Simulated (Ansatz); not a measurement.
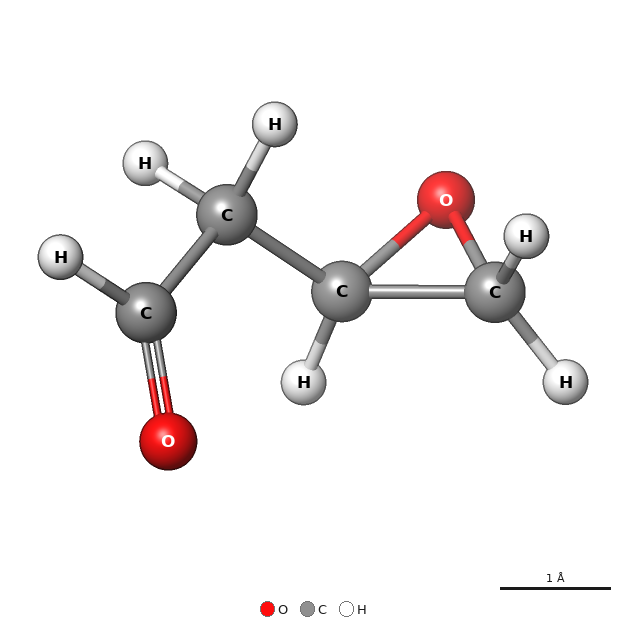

The picture shows a molecular structure as a ball-and-stick model. Double and triple bonds are drawn as two and three sticks.

**Count the atoms of each element.**

C4H6O2, 12 atoms: 4 carbon, 6 hydrogen and 2 oxygen.

**What is its SMILES?**

O=CC[C@@H]1CO1

**Which point group does it belong to?**

C1.

The parts below concern this one geometry. Atoms keep their numbers from picture to picture. Computed geometry: PBE0-D4/def2-TZVP optimisation.

## Geometry

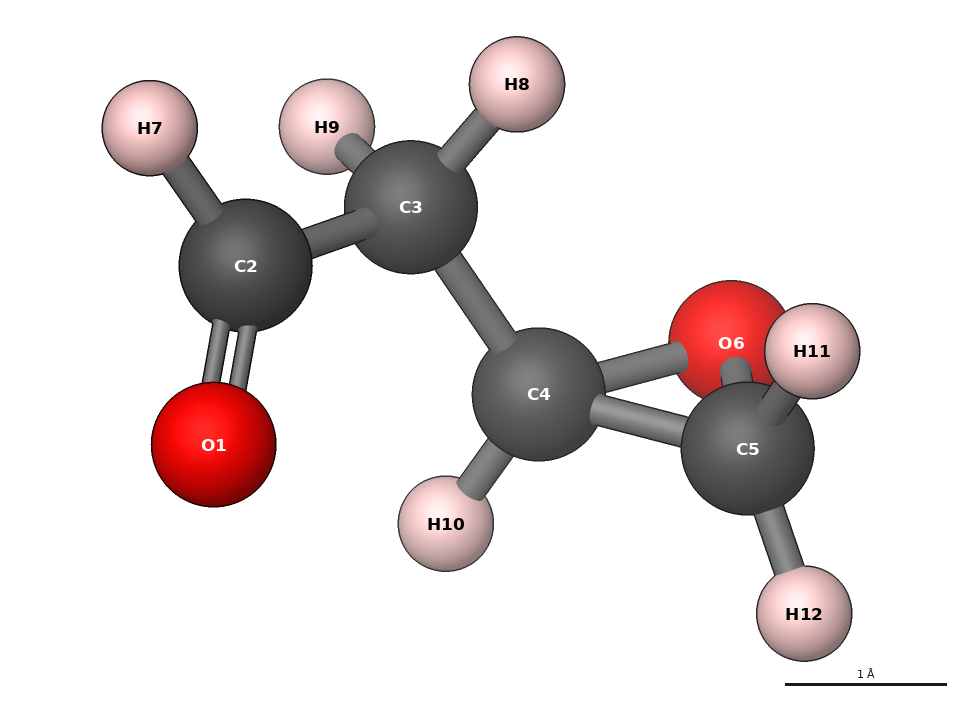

The atoms are numbered.

**How are the neighbours of atom 3 arranged?**

C3 has 4 neighbours (C2 at 1.50, C4 at 1.50, H8 at 1.10, H9 at 1.10 Å); the arrangement is tetrahedral.

**Describe the coordination of atom 2.**

C2 has 3 neighbours (O1 at 1.20, C3 at 1.50, H7 at 1.11 Å); the arrangement is trigonal planar.

**What is the dihedral angle C3–C4–C5–O6?**

103° in size, that is anticlinal.

## Levels of theory compared

Program: Ansatz 0.2.0.

Tabulate HOMO energy (eV) at these levels: B97M-V/def2-TZVPP; CAM-B3LYP-D4/def2-TZVPP; HSE06-D4/def2-TZVPP; PBE0-D4/def2-QZVPP; PBE0-D4/def2-TZVPP; revPBE-D4/def2-TZVPP.

```
                  level  HOMO energy (eV)
      B97M-V/def2-TZVPP             −6.44
CAM-B3LYP-D4/def2-TZVPP             −9.06
    HSE06-D4/def2-TZVPP             −7.16
     PBE0-D4/def2-QZVPP             −7.61
     PBE0-D4/def2-TZVPP             −7.57
   revPBE-D4/def2-TZVPP             −5.89
```

## Dipole moment

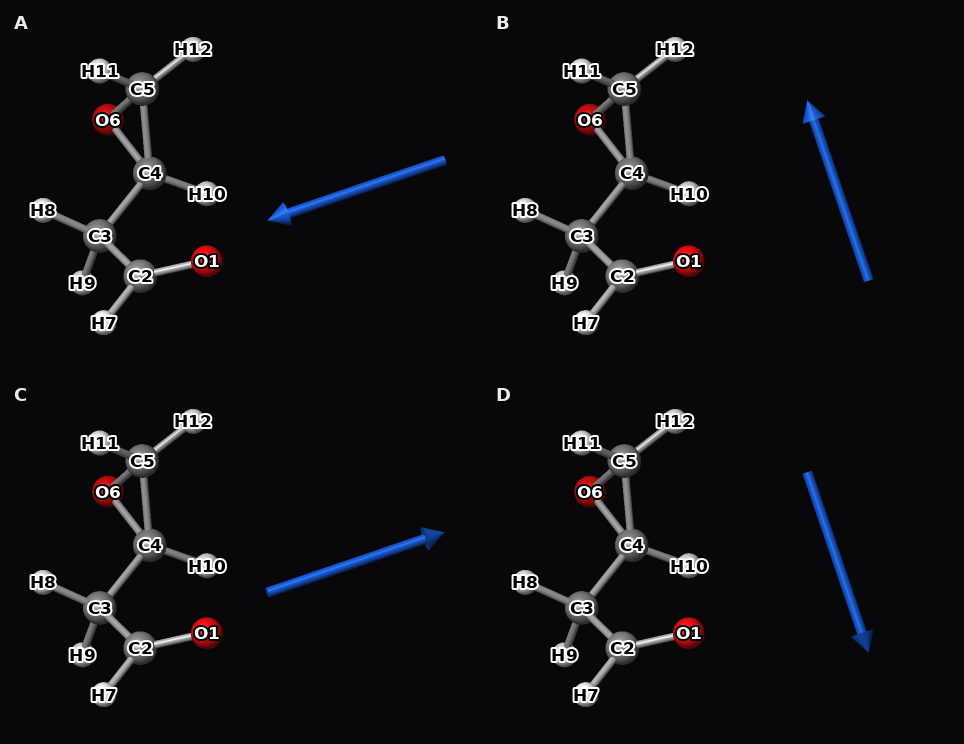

The same molecule four times, each with an arrow. Properties computed with RKS PBE-D4/def2-TZVPP (Ansatz 0.2.0).

**Which arrow points along the dipole moment, from the negative to the positive end?**

A. The dipole moment is 1.48 D; it points from the side of H12 to the side of H7, H8 (the outermost atoms at the two ends).

## Thermal motion

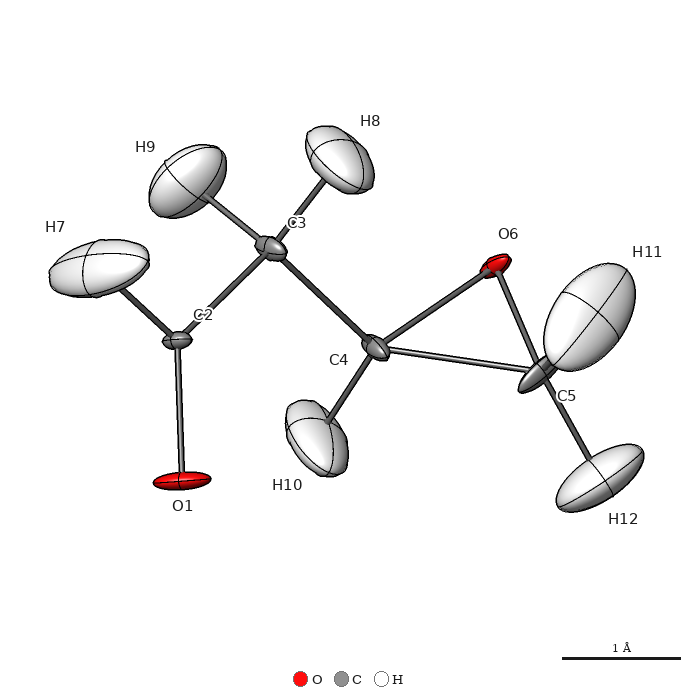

Displacement ellipsoids at the 50 % level, enlarged 1.5 times, from the internal vibrations of the free molecule (harmonic, no overall translation or rotation; no half-axis is drawn under 0.075 Å). Vibrations computed with RKS PBE0-D4/def2-TZVP (Ansatz 0.2.0). Temperature: 100 K.

**Which atom moves most?**

H11, with U_eq = 0.0280 Å².

**Does H11 move more along its bond or across it?**

Across it: the root-mean-square amplitude is 0.089 Å along the bond and up to 0.243 Å across, since bending and torsion are softer than stretching.

Give the displacement parameters, one line for each set of equivalent atoms.

| atom | U_eq (Å²) | rms amplitudes (Å) |
| --- | --- | --- |
| O1 | 0.0052 | 0.023, 0.057, 0.109 |
| C2 | 0.0021 | 0.027, 0.042, 0.063 |
| C3 | 0.0032 | 0.035, 0.046, 0.079 |
| C4 | 0.0036 | 0.037, 0.043, 0.087 |
| C5 | 0.0052 | 0.031, 0.047, 0.112 |
| O6 | 0.0033 | 0.035, 0.039, 0.084 |
| H7 | 0.0253 | 0.082, 0.117, 0.235 |
| H8 | 0.0186 | 0.087, 0.129, 0.178 |
| H9 | 0.0180 | 0.097, 0.126, 0.169 |
| H10 | 0.0239 | 0.081, 0.122, 0.224 |
| H11 | 0.0280 | 0.080, 0.137, 0.243 |
| H12 | 0.0198 | 0.081, 0.135, 0.186 |

## Charges

The questions are on Mulliken charges. Method: RKS r2SCAN-D4/def2-TZVPP (Ansatz 0.2.0).

**Which atom carries the highest charge (most positive or least negative)?**

C4 (0.16 e).

**And the lowest?**

O6 (−0.35 e).

List the Mulliken charges.

```
atom  value (e)
  O1      −0.29
  C2       0.14
  C3       0.02
  C4       0.16
  C5       0.08
  O6      −0.35
  H7       0.03
  H8       0.04
  H9       0.05
 H10       0.06
 H11       0.03
 H12       0.04
```

Mulliken values depend strongly on the basis set and can even reverse the polarity of a bond.
